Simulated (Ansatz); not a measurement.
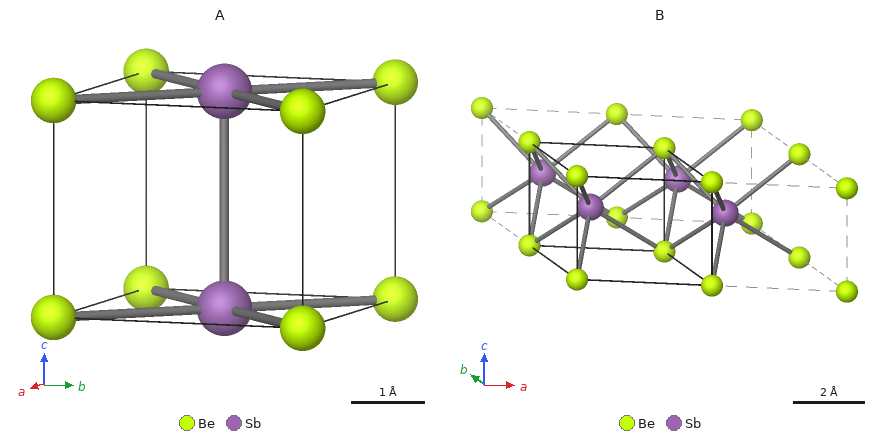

Two structures of BeSb, each relaxed to rest (conventional cells in solid outline, small ones repeated, not to one scale). Method: DFT PBE, scalar-relativistic, plane waves, PAW in Ansatz 0.2.0, without spin polarisation.

Identify the two structures.

Answer. A: 2 atoms a cell on a primitive tetragonal lattice, P4/mmm. B: 2 atoms a cell on a primitive hexagonal lattice, P-6m2.

Which structure is more stable?

Answer. B is lower, by 92 meV/atom at this level of theory (energies at zero smearing). Volumes: A 20.2, B 19.8 Å³/atom.

One or both may be structure types tried for this composition rather than known phases.
